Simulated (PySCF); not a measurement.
# UCCSD(T)/STO-3G run of BH2Br− (SMILES [BH2-]Br)

Aim: the vertical doublet–quartet gap of BH2Br− at UCCSD(T)/STO-3G, from 2 runs. The job is set up through a Python script.

The calculation is run with PySCF 2.14.0.

7 further runs of the same task are left out: 7 set aside as unsound or not needed.

### Step 1. The system as given

BH2Br− has 4 atoms, charge -1, and is taken as a doublet. SMILES: `[BH2-]Br`. The coordinates come from a GFN2-xTB relaxation.

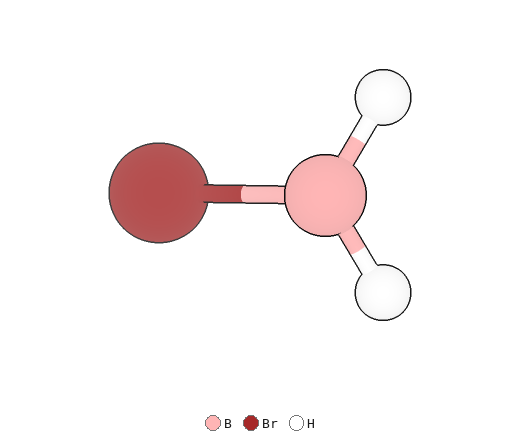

The structure, seen from a chosen angle (boron pink, bromine red, hydrogen white).

### Step 2. The energy at UCCSD(T)/STO-3G

Input file calc.py:

```python
from pyscf import gto, scf, cc

system = gto.Mole()
system.atom = [
    ('B', (-0.380570, 0.148840, 0.001750)),
    ('Br', (1.540060, 0.580870, 0.661540)),
    ('H', (-0.770230, -0.861690, 0.547550)),
    ('H', (-0.389260, 0.131980, -1.210840)),
]
system.verbose = 3
system.basis = 'sto-3g'
system.charge = -1
system.spin = 1
system.max_memory = 1860
system.build()

hf = scf.UHF(system)
hf.conv_tol = 1e-10
hf.kernel()
if not hf.converged:
    hf = hf.newton().run(hf.mo_coeff, hf.mo_occ)

mycc = cc.CCSD(hf, frozen=10)
mycc.kernel()
e_t = mycc.ccsd_t()
energy = mycc.e_tot + e_t
print('Final energy', energy)
```

Command:

```console
$ OMP_NUM_THREADS=1 python calc.py
```

Standard output:

```text
converged SCF energy = -2570.05837716157  <S^2> = 0.75616096  2S+1 = 2.0061515
E(UCCSD) = -2570.105305419417  E_corr = -0.04692825784250409
UCCSD(T) correction = -0.000380789007268674
Final energy -2570.1056862084242
```

Run time: 0.6 s. Hardware: 1 thread of Arm Neoverse V2, shared host; peak memory 0.1 GiB.

### Step 3. The quartet at the same level

Input file input.py:

```python
from pyscf import gto, scf, cc

mol = gto.Mole()
mol.atom = 'B -0.380570 0.148840 0.001750; Br 1.540060 0.580870 0.661540; H -0.770230 -0.861690 0.547550; H -0.389260 0.131980 -1.210840'
mol.charge = -1
mol.max_memory = 1860
mol.spin = 3
mol.basis = 'sto-3g'
mol.verbose = 3
mol.build()

mf = scf.UHF(mol)
mf.conv_tol = 1e-10
mf.kernel()
if not mf.converged:
    mf = mf.newton().run(mf.mo_coeff, mf.mo_occ)

mycc = cc.CCSD(mf, frozen=10)
mycc.kernel()
e_t = mycc.ccsd_t()
e_tot = mycc.e_tot + e_t
print('E(%s) = %.9f' % ('CCSD(T)', e_tot))
```

Command:

```console
$ OMP_NUM_THREADS=1 python input.py
```

Standard output:

```text
WARN: HOMO 0.170904076326041 >= LUMO -0.409124243245085

WARN: HOMO 0.393579607731579 >= LUMO 0.267832990060666

WARN: HOMO 0.352149981127136 >= LUMO 0.286655739501468

WARN: HOMO 0.355625238021581 >= LUMO 0.293008390894136

WARN: HOMO 0.357995546832134 >= LUMO 0.318300123761524

WARN: HOMO 0.360617230026153 >= LUMO 0.302038575607153

WARN: HOMO 0.363885017956512 >= LUMO 0.318389937133709

WARN: HOMO 0.361154371177923 >= LUMO 0.307719573967321

WARN: HOMO 0.362257943742025 >= LUMO 0.312242199097981

WARN: HOMO 0.362203465993235 >= LUMO 0.312633090539103

WARN: HOMO 0.362209397514441 >= LUMO 0.312507070014092

WARN: HOMO 0.362173160608441 >= LUMO 0.312360453403783

WARN: HOMO 0.362175233652316 >= LUMO 0.31236524345824

WARN: HOMO 0.362175000708431 >= LUMO 0.312364423883482

WARN: HOMO 0.362174958283799 >= LUMO 0.312364737984974

WARN: HOMO 0.362174839086357 >= LUMO 0.312365648382146

WARN: HOMO 0.36217423597146 >= LUMO 0.31236743057176

WARN: HOMO 0.362173817820519 >= LUMO 0.312363739619161

WARN: HOMO 0.362173973513174 >= LUMO 0.312364590770763

converged SCF energy = -2569.66020846039  <S^2> = 3.7572298  2S+1 = 4.0036133
E(UCCSD) = -2569.697428155788  E_corr = -0.03721969539883779
UCCSD(T) correction = -0.000296778218682112
E(CCSD(T)) = -2569.697724934
```

Wall time 0.72 s (1 thread of Arm Neoverse V2, shared host); peak memory 0.1 GiB.

### Step 4. Summary of results

Level: UCCSD(T)/STO-3G, 10 core orbitals frozen.

| quantity | value |
| --- | --- |
| doublet: total energy | -2570.10569 Eh |
| doublet: HOMO energy (Hartree–Fock orbitals) (highest over α and β) | 1.79 eV |
| doublet: LUMO energy (Hartree–Fock orbitals) (lowest over α and β) | 17.74 eV |
| doublet: correlation energy (10 core orbitals frozen) | -47.3 mEh |
| doublet: (T) correction | -0.38 mEh |
| doublet: ⟨S²⟩ of the reference determinant | 0.756 |
| doublet: T1 diagnostic | 0.005 |
| quartet: total energy | -2569.69772 Eh |
| quartet: HOMO energy (Hartree–Fock orbitals) (highest over α and β) | 9.86 eV |
| quartet: correlation energy (10 core orbitals frozen) | -37.5 mEh |
| quartet: (T) correction | -0.30 mEh |
| quartet: ⟨S²⟩ of the reference determinant | 3.757 |
| quartet: T1 diagnostic | 0.012 |
| vertical energy of the quartet above the doublet | 11.101 eV |

At this shape the quartet lies 11.10 eV (1071 kJ/mol) above the doublet. For an anion a state so high probably lies above electron detachment. In a minimal basis such a difference can be off by several eV, whatever the method. The triples (doublet) make up 0.8 % of the correlation energy. The HOMO (doublet) lies at positive energy, 1.79 eV: the electron is unbound at this level or held by a compact basis; values depend on the basis. Mulliken charges (quartet) of the mean-field density run from -0.48 on B1 to +0.01 on Br2; they depend strongly on the basis. The triples (quartet) make up 0.8 % of the correlation energy.
